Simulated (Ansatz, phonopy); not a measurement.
# Grüneisen parameters and expansion of SiC (Moissanite 3C, F-43m), part 3 of 3

Which modes of SiC (Moissanite 3C) drive its thermal expansion?

Ansatz 0.2.0; DFT LDA, scalar-relativistic, plane waves, PAW.

So far. Step 9 (Phonons, V/V0 0.985): No mode is imaginary beyond numerical noise at the solved wavevectors. The highest zone-centre mode (no LO–TO term) moved by +1.7 % for a volume change of -1.5 %. Step 10 (Single point at a scaled cell, V/V0 1.03): The run ends at a pressure of -6.41 GPa.

## 11. Phonons, V/V0 1.03

Phonons at this volume give one point of F(V, T); meshes stay fixed along the series.

input.yaml reads:

```yaml
crystal:
  lattice:
    - [0.0, 2.1859160527, 2.1859160527]
    - [2.1859160527, 0.0, 2.1859160527]
    - [2.1859160527, 2.1859160527, 0.0]
  atoms:
    - { symbol: Si, position: [0.0, 0.0, 0.0] }
    - { symbol: C, position: [0.25, 0.25, 0.25] }
kpoints:
  mp_grid: { grid: [12, 12, 12] }
hamiltonian:
  xc: lda
scf:
  occupations: { method: fixed }
output:
  eigenvalues: true
phonons:
  method: dfpt
  dielectric: true
  rigid_motions: translations
  qmesh: [4, 4, 4]
  temperatures: { t_max: 1000, t_step: 50 }
  qpath:
    path:
      - [[0.0, 0.0, 0.0], [-0.5, -0.5, 0.0], [-0.375, -0.375, 0.25]]
      - [[-0.375, 0.0, 0.375], [0.0, 0.0, 0.0], [0.0, 0.0, 0.5], [-0.5, -0.25, 0.25], [-0.5, -0.5, 0.0]]
    npoints: 10
```

Run with:

```bash
$ ansatz run input.yaml --threads 4 --pin off --max-ram 8192MiB --backend cpu --events-out ev --progress --plain --runs-dir out
```

Numbers of over 12 decimals in the logs are rounded to 6 here.

Output:

```text
[...]
Crystal: 2 atoms, lattice volume = 20.890 Å³
Basis set: ecut = 420 eV, 411 PW (Γ), exchange–correlation on 48×48×48 points (8 copies of the dense FFT grid, shifted against one another)
Bands: 8, of which v1, the nominal top of the filled ones, is band 4 counted from 1 (3 counted from 0)
Symmetry: 24 space group operations
[...]
optical modes at Γ + LO–TO along q̂ = [0.0000, 1.0000, 0.0000]:
      ω (cm⁻¹)  modes    IR ((D/Å)²/amu)
        771.11      2            40.2562
        942.43      1            20.1281
  optical modes at Γ + LO–TO along q̂ = [0.0000, 0.0000, 1.0000]:
      ω (cm⁻¹)  modes    IR ((D/Å)²/amu)
        771.11      2            40.2562
        942.43      1            20.1281
--- Phonons (arbitrary-q DFPT): 8 irreducible q on the 4×4×4 mesh ---
[...]
interpolated dispersion: 63 rows × 6 modes
[...]
[key lines of the parts left out:]
SCF converged after 7 iterations
Free energy (F): -852.188243 eV
Fermi energy:    9.125120 eV
```

Run time: 50 s. Hardware: 4 threads of Arm Neoverse V2, shared host; peak memory 0.98 GiB; 3.2 min of CPU time.

LO-TO term included. Phonon branches along the path, in cm⁻¹:

```csv
point,branch 1,branch 2,branch 3,branch 4,branch 5,branch 6
Γ,0,0,0,771,771,942
X,364,364,620,734,734,801
U,351,438,554,730,730,829
jump to K,351,438,554,730,730,829
Γ,0,0,0,771,771,942
L,260,260,598,742,742,811
W,396,458,523,716,745,827
X,364,364,620,734,734,801
```

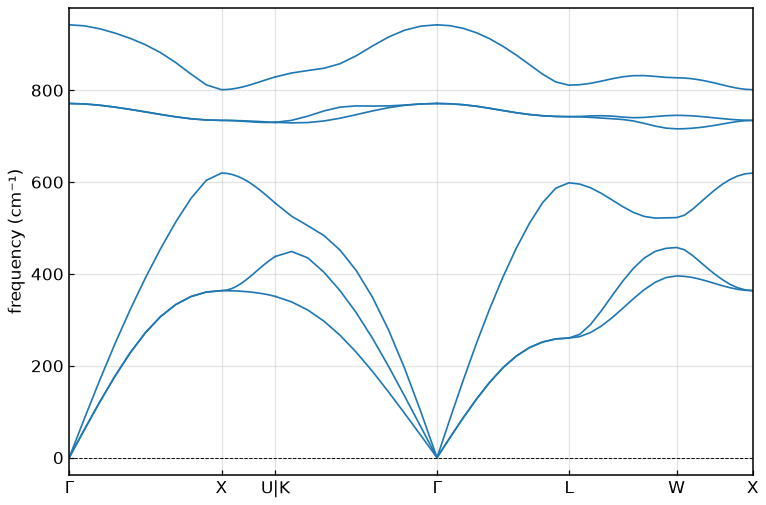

Phonon branches along the path.

No mode is imaginary beyond numerical noise at the solved wavevectors. The highest zone-centre mode (no LO–TO term) moved by -3.3 % for a volume change of +3.0 %.

## 12. A cell at another volume, V/V0 0.97

Symmetry fixes every atom, so a single point at the scaled cell gives the energy and pressure of this member.

The cell differs from the one that the last finished run ended in (a 3.091 → 3.030 Å, b 3.091 → 3.030 Å, c 3.091 → 3.030 Å).

input.yaml, the sections that differ from step 11:

```yaml
crystal:
  lattice:
    - [0.0, 2.1426191521, 2.1426191521]
    - [2.1426191521, 0.0, 2.1426191521]
    - [2.1426191521, 2.1426191521, 0.0]
  atoms:
    - { symbol: Si, position: [0.0, 0.0, 0.0] }
    - { symbol: C, position: [0.25, 0.25, 0.25] }
output:
  forces: true
  stress: true
  eigenvalues: true
# kpoints, hamiltonian, scf: as in step 11
# phonons: removed
```

Output:

```text
[...]
Crystal: 2 atoms, lattice volume = 19.673 Å³
Basis set: ecut = 420 eV, 387 PW (Γ)
Bands: 8, of which v1, the nominal top of the filled ones, is band 4 counted from 1 (3 counted from 0)
Symmetry: 24 space group operations
[...]
k-points: 72 of 1728 (time reversal used)
[...]
Free energy (F): -852.186985 eV
[...]
Internal energy: -852.186985 eV  (E = F + TS)
E sigma→0 (E₀):  -852.186985 eV
Fermi energy:    9.889204 eV
[...]
--- Stress (GPa, compression-positive) ---
        7.416911      -0.000000      -0.000000
        0.000000       7.416911       0.000000
       -0.000000       0.000000       7.416911
  P = ⅓ Tr σ = 7.4169 GPa (74.169 kbar)
--- Band table (eV; the first three rows and the last of 72) ---
[...]
[key lines of the parts left out:]
SCF converged after 6 iterations
```

Run time: 0.46 s. Hardware: 4 threads; peak memory 0.26 GiB.

The run ends at a pressure of 7.42 GPa.

## 13. Lattice dynamics at this volume, V/V0 0.97

The same q-mesh and k-mesh are kept at every volume, so that much of their error can cancel in the differences.

input.yaml, the sections that differ from step 12:

```yaml
output:
  eigenvalues: true
phonons:
  method: dfpt
  dielectric: true
  rigid_motions: translations
  qmesh: [4, 4, 4]
  temperatures: { t_max: 1000, t_step: 50 }
  qpath:
    path:
      - [[0.0, 0.0, 0.0], [-0.5, -0.5, 0.0], [-0.375, -0.375, 0.25]]
      - [[-0.375, 0.0, 0.375], [0.0, 0.0, 0.0], [0.0, 0.0, 0.5], [-0.5, -0.25, 0.25], [-0.5, -0.5, 0.0]]
    npoints: 10
# crystal, kpoints, hamiltonian, scf: as in step 12
```

Output:

```text
[...]
Crystal: 2 atoms, lattice volume = 19.673 Å³
Basis set: ecut = 420 eV, 387 PW (Γ), exchange–correlation on 48×48×48 points (8 copies of the dense FFT grid, shifted against one another)
Bands: 8, of which v1, the nominal top of the filled ones, is band 4 counted from 1 (3 counted from 0)
Symmetry: 24 space group operations
[...]
optical modes at Γ + LO–TO along q̂ = [0.0000, 1.0000, 0.0000]:
      ω (cm⁻¹)  modes    IR ((D/Å)²/amu)
        825.70      2            41.5464
       1005.26      1            20.7732
  optical modes at Γ + LO–TO along q̂ = [0.0000, 0.0000, 1.0000]:
      ω (cm⁻¹)  modes    IR ((D/Å)²/amu)
        825.70      2            41.5464
       1005.26      1            20.7732
--- Phonons (arbitrary-q DFPT): 8 irreducible q on the 4×4×4 mesh ---
[...]
interpolated dispersion: 63 rows × 6 modes
[...]
[key lines of the parts left out:]
SCF converged after 7 iterations
Free energy (F): -852.186985 eV
Fermi energy:    9.889188 eV
```

The job ended after 49 s (4 threads; peak memory 0.95 GiB).

No mode is imaginary beyond numerical noise at the solved wavevectors. The highest zone-centre mode (no LO–TO term) moved by +3.5 % for a volume change of -3.0 %.

## 14. Single point at a scaled cell, V/V0 1.05

Symmetry fixes every atom, so a single point at the scaled cell gives the energy and pressure of this member.

The cell differs from the one that the last finished run ended in (a 3.030 → 3.111 Å, b 3.030 → 3.111 Å, c 3.030 → 3.111 Å).

input.yaml, the sections that differ from step 13:

```yaml
crystal:
  lattice:
    - [0.0, 2.199973777, 2.199973777]
    - [2.199973777, 0.0, 2.199973777]
    - [2.199973777, 2.199973777, 0.0]
  atoms:
    - { symbol: Si, position: [0.0, 0.0, 0.0] }
    - { symbol: C, position: [0.25, 0.25, 0.25] }
output:
  forces: true
  stress: true
  eigenvalues: true
# kpoints, hamiltonian, scf: as in step 13
# phonons: removed
```

Output:

```text
[...]
Crystal: 2 atoms, lattice volume = 21.295 Å³
Basis set: ecut = 420 eV, 411 PW (Γ)
Bands: 8, of which v1, the nominal top of the filled ones, is band 4 counted from 1 (3 counted from 0)
Symmetry: 24 space group operations
[...]
k-points: 72 of 1728 (time reversal used)
[...]
Free energy (F): -852.167184 eV
[...]
Internal energy: -852.167184 eV  (E = F + TS)
E sigma→0 (E₀):  -852.167184 eV
Fermi energy:    8.887473 eV
[...]
--- Stress (GPa, compression-positive) ---
      -10.185176      -0.000000      -0.000000
        0.000000     -10.185176       0.000000
       -0.000000       0.000000     -10.185176
  P = ⅓ Tr σ = -10.1852 GPa (-101.852 kbar)
--- Band table (eV; the first three rows and the last of 72) ---
[...]
[key lines of the parts left out:]
SCF converged after 6 iterations
```

The job ended after 0.47 s (4 threads; peak memory 0.27 GiB).

The run ends at a pressure of -10.19 GPa.

## 15. Lattice dynamics at this volume, V/V0 1.05

Phonons at this volume give one point of F(V, T); meshes stay fixed along the series.

input.yaml, the sections that differ from step 14:

```yaml
output:
  eigenvalues: true
phonons:
  method: dfpt
  dielectric: true
  rigid_motions: translations
  qmesh: [4, 4, 4]
  temperatures: { t_max: 1000, t_step: 50 }
  qpath:
    path:
      - [[0.0, 0.0, 0.0], [-0.5, -0.5, 0.0], [-0.375, -0.375, 0.25]]
      - [[-0.375, 0.0, 0.375], [0.0, 0.0, 0.0], [0.0, 0.0, 0.5], [-0.5, -0.25, 0.25], [-0.5, -0.5, 0.0]]
    npoints: 10
# crystal, kpoints, hamiltonian, scf: as in step 14
```

Output:

```text
[...]
Crystal: 2 atoms, lattice volume = 21.295 Å³
Basis set: ecut = 420 eV, 411 PW (Γ), exchange–correlation on 48×48×48 points (8 copies of the dense FFT grid, shifted against one another)
Bands: 8, of which v1, the nominal top of the filled ones, is band 4 counted from 1 (3 counted from 0)
Symmetry: 24 space group operations
[...]
optical modes at Γ + LO–TO along q̂ = [0.0000, 1.0000, 0.0000]:
      ω (cm⁻¹)  modes    IR ((D/Å)²/amu)
        754.33      2            39.8302
        922.87      1            19.9151
  optical modes at Γ + LO–TO along q̂ = [0.0000, 0.0000, 1.0000]:
      ω (cm⁻¹)  modes    IR ((D/Å)²/amu)
        754.33      2            39.8302
        922.87      1            19.9151
--- Phonons (arbitrary-q DFPT): 8 irreducible q on the 4×4×4 mesh ---
[...]
interpolated dispersion: 63 rows × 6 modes
[...]
[key lines of the parts left out:]
SCF converged after 7 iterations
Free energy (F): -852.167184 eV
Fermi energy:    8.887482 eV
```

Run time: 50 s. Hardware: 4 threads; peak memory 0.98 GiB; 3.2 min of CPU time.

No mode is imaginary beyond numerical noise at the solved wavevectors. The highest zone-centre mode (no LO–TO term) moved by -5.4 % for a volume change of +5.0 %.

## 16. How the modes move with volume

This step: DFT LDA, scalar-relativistic, plane waves, PAW (phonopy 4.10.0).

Numbers from this step:

| Quantity | Value |
| --- | --- |
| share of modes with a negative Grüneisen parameter | 0.03 |

Mean Grüneisen, by row:

```csv
T (K),heat-capacity-weighted mean,root mean square
50,0.268,0.406
100,0.319,0.448
200,0.555,0.711
300,0.707,0.853
500,0.815,0.944
800,0.856,0.976
```

The mean mode Grueneisen parameter by wavenumber:

```csv
wavenumber (cm⁻¹),mean mode Grueneisen parameter
16,-
81,0.424
146,0.302
243,0.185
308,0.246
372,0.372
437,0.603
534,0.948
599,0.894
664,-
729,1.29
826,1.17
891,1.11
956,1.08
```

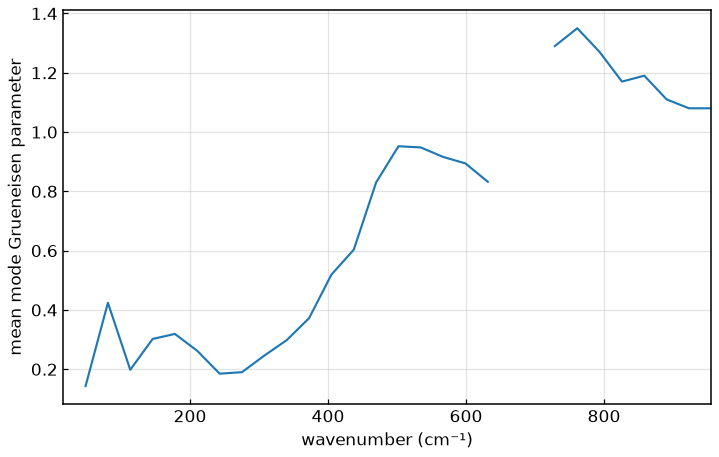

Mean mode Grueneisen parameter against wavenumber.

Volume series, by row:

```csv
V/V0,V (Å³/atom),pressure (GPa),E - E0 (meV/atom),gap (eV),zero-point energy (meV/atom),lowest on the path (cm⁻¹),highest at Gamma without the LO-TO term (cm⁻¹)
0.97,9.836,7.417,6.875,1.274,114.7,0,825.7
0.985,9.989,3.574,1.692,1.287,112.9,0,811.4
1,10.14,0.002,0,1.301,111.2,0,797.6
1.015,10.29,-3.318,1.601,1.313,109.4,0,784.1
1.03,10.44,-6.405,6.246,1.325,107.8,0,771.1
1.05,10.65,-10.19,16.77,1.34,105.6,0,754.3
```

The optical frequency at Gamma without the LO-TO term, mode 4 by V/V0:

```csv
V/V0,"optical frequency at Gamma without the LO-TO term, mode 4 (cm⁻¹)"
0.9700,826
0.9850,811
1.0000,798
1.0150,784
1.0300,771
1.0500,754
```

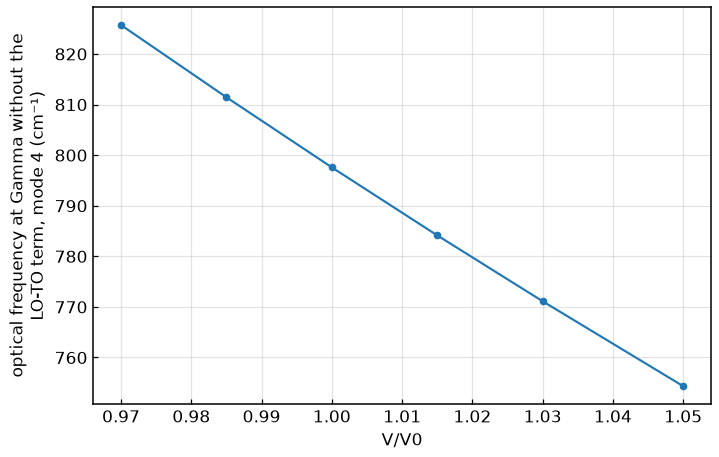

Optical frequency at Gamma without the LO-TO term, mode 4 against V/V0.

Grüneisen at points, by row:

```csv
point,branch,frequency (cm⁻¹),mode Grüneisen parameter
Γ,4,797.6,1.14
Γ,6,973,1.08
X,1,364.9,0.09
X,3,634.9,0.82
X,4,766.9,1.46
X,6,829,1.15
U,1,351.9,0.06
U,2,445.6,0.55
U,3,568.7,0.89
U,4,759.4,1.32
U,5,761.9,1.44
U,6,859.6,1.23
K,1,351.9,0.06
K,2,445.6,0.55
K,3,568.7,0.89
K,4,759.4,1.32
K,5,761.9,1.44
K,6,859.6,1.23
L,1,259.5,-0.15
L,3,615.8,0.93
L,4,771.9,1.31
L,6,839,1.16
W,1,401.5,0.47
W,2,462.5,0.34
W,3,538.2,0.98
W,4,744,1.29
W,5,778,1.45
W,6,858.2,1.25
```

## 17. Free-energy fit

Numbers from this step:

- volume expansion coefficient at 300 K: 7.07 1e-6/K
- isothermal bulk modulus at 300 K: 223.9 GPa
- C_P at 300 K: 13.55 J/mol-atom/K
- Grüneisen parameter at 300 K: 0.72

Energy (each curve on its own zero) against volume; values in meV/atom:

```csv
volume (Å³/atom),static,F at 0 K,F at 300 K,F at 1300 K
9.836,6.88,11.3,11.7,18.9
9.989,1.69,4.35,4.59,8.99
10.141,0,0.9,1,2.61
10.293,1.6,0.78,0.73,-0.48
10.445,6.25,3.75,3.53,-0.53
10.648,16.8,12.1,11.6,3.74
```

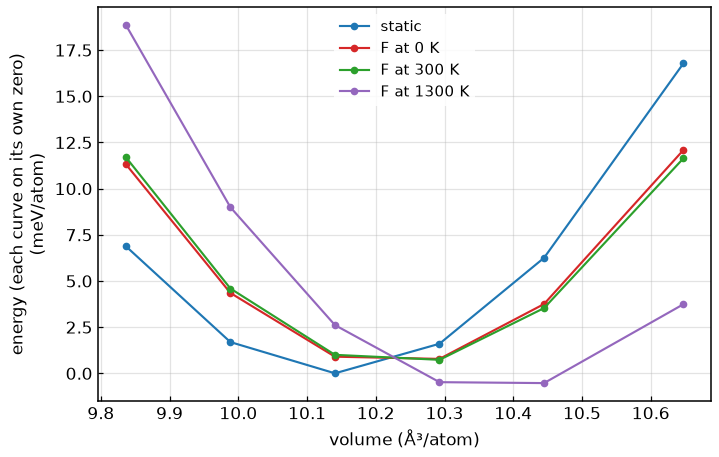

Energy (each curve on its own zero) against volume.

Phonopy-qha, vinet fit of F(V) at each temperature; no electronic free energy. Qha vinet, by row:

```csv
T (K),fitted volume (Å³/atom),alpha_V (1e-6/K),B_T (GPa),C_P (J/mol-atom/K),Grueneisen
100,10.22,0.57,225.1,2.213,0.3547
150,10.22,1.73,224.9,5.181,0.4611
200,10.22,3.43,224.7,8.262,0.5734
250,10.23,5.31,224.3,11.11,0.66
300,10.23,7.07,223.9,13.55,0.7204
350,10.23,8.6,223.3,15.56,0.762
400,10.24,9.86,222.7,17.16,0.7912
450,10.24,10.9,222.1,18.45,0.8123
500,10.25,11.74,221.4,19.48,0.828
550,10.26,12.44,220.8,20.31,0.84
600,10.26,13.02,220.1,20.99,0.8494
650,10.27,13.51,219.4,21.54,0.8569
700,10.28,13.92,218.7,22.01,0.8631
750,10.28,14.28,217.9,22.4,0.8683
800,10.29,14.59,217.2,22.73,0.8727
850,10.3,14.86,216.5,23.02,0.8765
900,10.31,15.1,215.7,23.26,0.8798
950,10.31,15.32,215,23.48,0.8828
1000,10.32,15.52,214.2,23.66,0.8854
1050,10.33,15.7,213.5,23.83,0.8879
1100,10.34,15.87,212.7,23.98,0.8901
1150,10.35,16.02,212,24.11,0.8921
1200,10.35,16.17,211.2,24.23,0.8941
1250,10.36,16.31,210.4,24.34,0.8959
```

The volume expansion coefficient, phonopy-qha, Vinet by temperature:

```csv
temperature (K),"volume expansion coefficient, phonopy-qha, Vinet (1e-6/K)"
100,0.57
200,3.43
300,7.07
400,9.86
500,11.7
600,13.0
700,13.9
800,14.6
900,15.1
1000,15.5
1100,15.9
1200,16.2
```

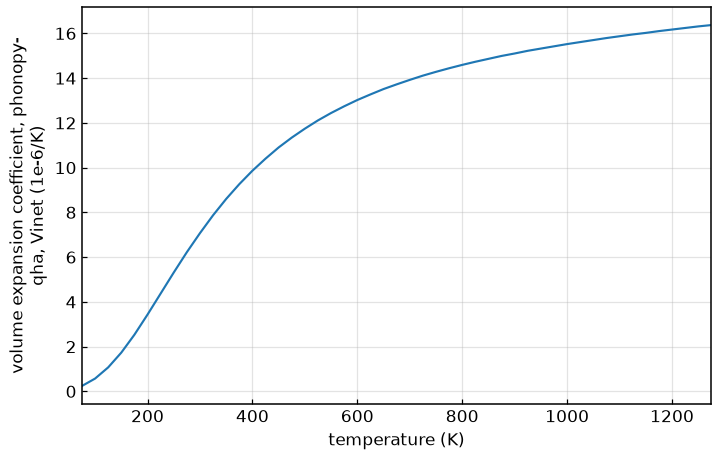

Volume expansion coefficient, phonopy-qha, Vinet against temperature.

The fit gives a volume expansion of 7.07 × 10⁻⁶/K at 300 K.

## 18. Outcome

| Item | Value |
| --- | --- |
| volume expansion coefficient at 300 K | 7.07 1e-6/K |
| isothermal bulk modulus at 300 K | 223.9 GPa |
| C_P at 300 K | 13.55 J/mol-atom/K |
| Grüneisen parameter at 300 K | 0.72 |
| mean mode Grüneisen parameter at 300 K | 0.707 |

In words: Near room temperature SiC (Moissanite 3C) expands by 7.07 × 10⁻⁶/K in volume by LDA, with C_P = 13.6 J/(mol K) per mole of atoms and B_T = 224 GPa. C_P at room temperature is 54 % of the classical 3R an atom, so the stiffest modes are still partly frozen out. The heat-capacity-weighted Grüneisen parameter goes from 0.268 at 50 K to 0.856 at 800 K; 3 % of the modes stiffen on expansion. Weighting γ by the density of states and each mode's heat capacity at 300 K, modes below 320 cm⁻¹ give about 8 % of the sum of γC that drives the expansion, those up to 650 cm⁻¹ 37 % and the rest 55 %. Among the labelled points γ is largest for branch 4 at X (767 cm⁻¹, 1.5) and most negative for branch 1 at L (260 cm⁻¹, -0.15). The interpolation has no quadrupole term, so branches near the zone centre are less sure, since this crystal has sites that are not centres of inversion. The PAW files were made for PBE and are used here under another functional, for which the program regenerates the frozen cores.

[Logs are printed without paths, hosts, clocks, repeated set-up lines and the standing remarks that a program may print on its own settings, such as how far it seeks lower states.]

[Hosts, paths, dates, database ids (printed as entryN), source tags and the programs' standing remarks are cut or masked in the printed files.]

[A step with changed settings may run another functional than the one named; its input shows which.]

[Of the runs on displaced cells, only some may be shown.]
